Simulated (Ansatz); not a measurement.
# A hypothetical structure for YAl2Pd, part 2 of 2

Starting from a made-up structure for YAl2Pd, the aim is the relaxed cell, its shortest contacts and, where a second run follows, its electronic structure.

Ansatz 0.2.0; DFT, PBE, plane-wave PAW, files of the set soft_1, scalar-relativistic, no spin, cell and ions relaxed at zero pressure; PAW set soft_1 (the session's first sound run).

So far: The starting structure; Relaxing cell and atoms. The relaxed cell has a, b, c = 4.331, 18.491, 4.021 Å (conventional setting).

**3. Electronic structure of the relaxed cell**

With the geometry fixed, one more self-consistent run, with a narrower smearing and the mesh shown in its input, gives the bands, and its pressure, and its forces where symmetry allows any, show how far the geometry depends on these settings.

This step: DFT, PBE, plane-wave PAW, files of the set soft_1, scalar-relativistic, no spin, bands and density of states at the relaxed cell; PAW set soft_1 (Ansatz 0.2.0).

File input.yaml:

```yaml
crystal:
  lattice:
    - [2.1652577904, -9.2456120667, 0.0]
    - [2.1652577904, 9.2456120667, 0.0]
    - [0.0, 0.0, 4.0206080985]
  atoms:
    - { symbol: Pd, position: [0.079302816, 0.920697184, 0.0] }
    - { symbol: Pd, position: [0.920697184, 0.079302816, 0.0] }
    - { symbol: "Y", position: [0.3557751682, 0.6442248318, 0.5] }
    - { symbol: "Y", position: [0.6442248318, 0.3557751682, 0.5] }
    - { symbol: Al, position: [0.5, 0.5, 0.0] }
    - { symbol: Al, position: [0.0, 0.0, 0.5] }
    - { symbol: Al, position: [0.2126626074, 0.7873373926, 0.0] }
    - { symbol: Al, position: [0.7873373926, 0.2126626074, 0.0] }
kpoints:
  mp_grid: { grid: [8, 8, 8] }
  band_path:
    path:
      - [[0.0, 0.0, 0.0], [0.26371159, 0.26371159, 0.0], [0.0, 0.5, 0.0], [0.0, 0.5, 0.5], [0.26371159, 0.26371159, 0.5], [0.0, 0.0, 0.5], [0.0, 0.0, 0.0], [-0.5, 0.5, 0.0], [-0.26371159, 0.73628841, 0.0], [-0.26371159, 0.73628841, 0.5], [-0.5, 0.5, 0.5], [-0.5, 0.5, 0.0]]
      - [[0.0, 0.0, 0.5], [-0.5, 0.5, 0.5]]
    npoints: 6
scf:
  occupations: { method: fermi_dirac, width: 0.03 }
  n_extra_bands: 12
hamiltonian:
  xc: pbe
  pseudopotentials: { kind: paw, azcp: { folder: soft_1 } }
output:
  forces: true
  stress: true
  write_bands: true
  dos: { projected: true }
  write_density: true
  write_potential: true
  elf: true
  volumetric_format: npy
```

Started as:

```
$ ansatz run input.yaml --threads 4 --pin off --max-ram 10240MiB --backend cpu --events-out ev --progress --plain --runs-dir out
```

Numbers of over 12 decimals in the logs are rounded to 6 here.

Log:

```text
[...]
Crystal: 8 atoms, lattice volume = 160.978 Å³
Basis set: ecut = 420 eV, 3153 PW (Γ), FFT grids on a1+a2, a2, a3, exchange–correlation on 60×128×54 points (8 copies of the dense FFT grid, shifted against one another)
Bands: 47, of which v1, the nominal top of the filled ones, is band 35 counted from 1 (34 counted from 0)
Symmetry: 8 space group operations
[...]
k-points: 105 of 512
[...]
SCF iter   1: F=—  HF=-23844.817504 eV  |F-HF|=—  |Δ(HF+E_count)|=         —  Δρ=4.00e-1  dr2=7.43e2  ethr=3.10e-3  ⟨swp⟩=7.7  Hψ=21687  notcnv=0
[...]
SCF iter  11: F=-23799.052527 eV  HF=-23799.052527 eV  |F-HF|=1.64e-9  |Δ(HF+E_count)|=   1.09e-8  Δρ=1.20e-6  dr2=2.65e-9  ethr=1.43e-10  ⟨swp⟩=16.7  Hψ=36071  notcnv=0
SCF 1 converged in 11 iterations: F = -23799.052527 eV  dr2 = 2.65e-9
[...]
NSCF: frozen V_eff on 74 k-points
SCF converged after 11 iterations
Free energy (F): -23799.052527 eV
[...]
Internal energy: -23799.038013 eV  (E = F + TS)
E sigma→0 (E₀):  -23799.045270 eV
Entropy (-TS):   -0.014514 eV (-1.814 meV/atom)
Fermi energy:    10.554910 eV
[...]
--- Forces (eV/Å), atoms counted from 1 ---
  atom   1  Pd     0.00000000     0.00538349     0.00000000
  atom   2  Pd    -0.00000000    -0.00538349     0.00000000
  atom   3  Y     -0.00000000    -0.02393701     0.00000000
  atom   4  Y      0.00000000     0.02393701     0.00000000
  atom   5  Al     0.00000000    -0.00000000     0.00000000
  atom   6  Al    -0.00000000    -0.00000000     0.00000000
  atom   7  Al    -0.00000000    -0.00871155     0.00000000
  atom   8  Al     0.00000000     0.00871155     0.00000000
  max |Σ_I F_I| component: 9.86e-31 eV/Å
--- Stress (GPa, compression-positive) ---
       -0.299059       0.000000      -0.000000
        0.000000      -0.221006      -0.000000
       -0.000000      -0.000000       0.348839
  P = ⅓ Tr σ = -0.0571 GPa (-0.571 kbar)
--- Band table (eV; the first three rows and the last of 105) ---
  k-point 0: bands = [... 31 lower, 10.1967, 10.4720, 10.8114, 10.8358, 11.0836, 11.1740, 12.4816, 12.5625, ... 8 higher]
  k-point 1: bands = [... 31 lower, 9.9085, 10.2235, 10.3629, 10.5675, 10.8037, 11.8989, 12.2018, 12.2343, ... 8 higher]
  k-point 2: bands = [... 31 lower, 9.6752, 9.9903, 10.2958, 10.6123, 10.8228, 11.2267, 11.9405, 12.1136, ... 8 higher]
  k-point 104: bands = [... 31 lower, 8.7322, 9.4742, 9.8301, 10.2359, 11.5048, 11.7083, 12.1390, 12.4521, ... 8 higher]
```

It took 12 s on 4 threads of INTEL XEON PLATINUM 8581C at 2.30GHz (Emerald Rapids), shared host; peak memory 0.96 GiB; 44 s of CPU time.

Numbers from this step:

```yaml
free_energy: -23799.0525 eV
energy_at_zero_smearing: -23799.0453 eV
smearing_term_ts: 0.01451 eV
fermi_energy: 10.55 eV
pressure: -0.05708 GPa
```

From bands.tsv, the bands that come nearest the Fermi level along the path, at its corners, in eV from the Fermi level:

```tsv
point	band 31	band 32	band 33	band 34	band 35	band 36	band 37	band 38
Γ	-0.76	-0.36	-0.08	0.26	0.28	0.53	0.62	1.93
X	-2.42	-1.61	-1.30	0.30	0.57	0.77	0.90	1.97
S	-2.29	-2.14	-0.56	-0.11	0.30	0.91	1.23	1.62
R	-2.64	-1.99	-1.51	-1.38	-1.32	-1.11	-0.98	-0.88
A	-2.56	-1.99	-1.57	-1.43	-1.40	-1.01	-0.96	-0.88
Z	-2.11	-1.90	-0.52	-0.13	0.14	0.21	0.40	1.08
Γ	-0.76	-0.36	-0.08	0.26	0.28	0.53	0.62	1.93
Y	-0.85	-0.35	0.03	0.36	0.44	0.55	0.83	1.52
X1	-2.42	-1.61	-1.30	0.30	0.57	0.77	0.90	1.97
A1	-2.56	-1.99	-1.57	-1.43	-1.40	-1.01	-0.96	-0.88
T	-2.07	-1.82	-1.08	-0.72	-0.32	0.95	1.15	1.58
Y	-0.85	-0.35	0.03	0.36	0.44	0.55	0.83	1.52
Z	-2.11	-1.90	-0.52	-0.13	0.14	0.21	0.40	1.08
T	-2.07	-1.82	-1.08	-0.72	-0.32	0.95	1.15	1.58
```

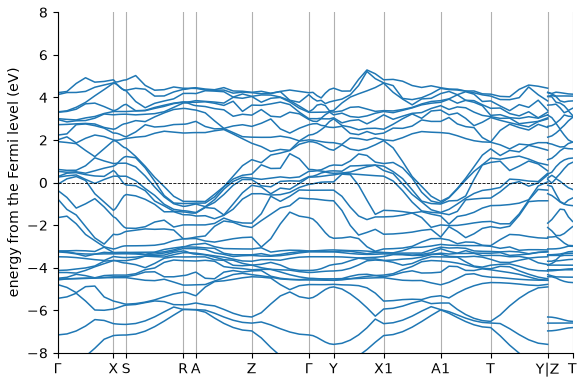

Bands along the path. 16 bands lie wholly below the window drawn.

Counts of states for the cell as run, both spins, by energy window (eV from the Fermi level):

```csv
from,to,total
-8,-7,1.35
-7,-6,2.30
-6,-5,2.77
-5,-4,6.95
-4,-3,12.15
-3,-2,3.13
-2,-1,4.22
-1,0,4.68
0,1,4.53
1,2,2.42
2,3,5.06
```

Below -8 eV lie 32.5 more states.

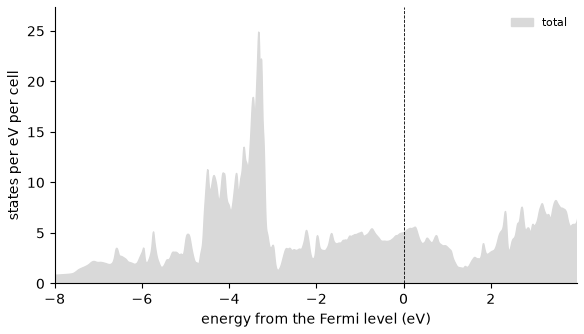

Total density of states, smoothed over about 0.04 eV.

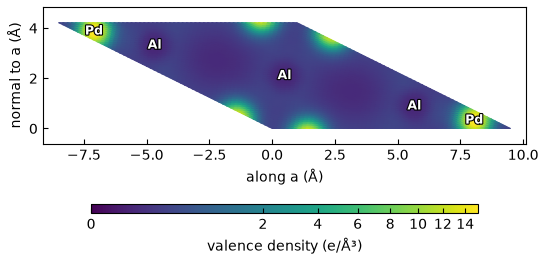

Valence density in the ab plane of the cell as run, not the conventional one, at fractional z = 0.000, with atoms of Pd and Al within 0.2 Å of it. It is the smooth field of the valence electrons, not physical close to the nuclei. The colour scale is stretched toward low values.

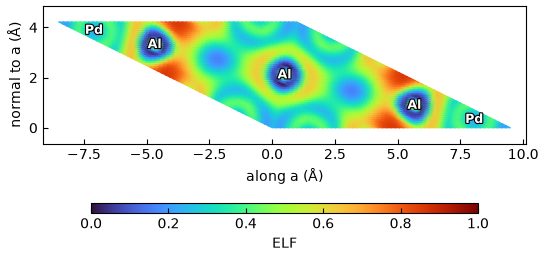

ELF in the ab plane of the cell as run, not the conventional one, at fractional z = 0.000, with atoms of Pd and Al within 0.2 Å of it. It is the smooth field of the valence electrons, not physical close to the nuclei.

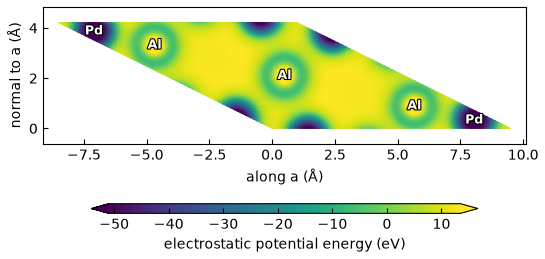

Electrostatic potential energy in the ab plane of the cell as run, not the conventional one, at fractional z = 0.000, with atoms of Pd and Al within 0.2 Å of it. With pseudopotentials it is smooth inside the atoms' cores, unlike the true potential.

**4. Outcome**

```json
{
 "space group, relaxed": "Cmmm",
 "conventional cell": "a = 4.331, b = 18.491, c = 4.021 Å; α = 90.0°, β = 90.0°, γ = 90.0°",
 "volume per atom": "20.12 Å³ (guess 19.27)"
}
```

What this shows: YAl2Pd relaxes to Cmmm with a = 4.331, b = 18.491 and c = 4.021 Å. The guessed volume was 4 % too small. The space group Cmmm was held in the relaxation, so the end point is a stationary structure within it and may be a saddle against distortions or other arrangements. Bands cross the Fermi level, so it is a metal or semimetal at this level. On the 8×8×8 mesh with the narrower smearing (relaxed on 7×7×7) the largest force component is 0.024 eV/Å and the largest stress component is 0.349 GPa, against the relaxation's thresholds of 0.015 eV/Å and 0.05 GPa. The cutoff wasn't tested. No dispersion term is used, so weakly bound directions may come out too long. The runs have no spin, and magnetism wasn't tested. Nothing here tests whether the compound is stable against decomposition.

[Logs are printed without paths, hosts, clocks, repeated set-up lines and the standing remarks that a program may print on its own settings, such as how far it seeks lower states.]

[Hosts, paths, dates, database ids (printed as entryN), source tags and the programs' standing remarks are cut or masked in the printed files.]
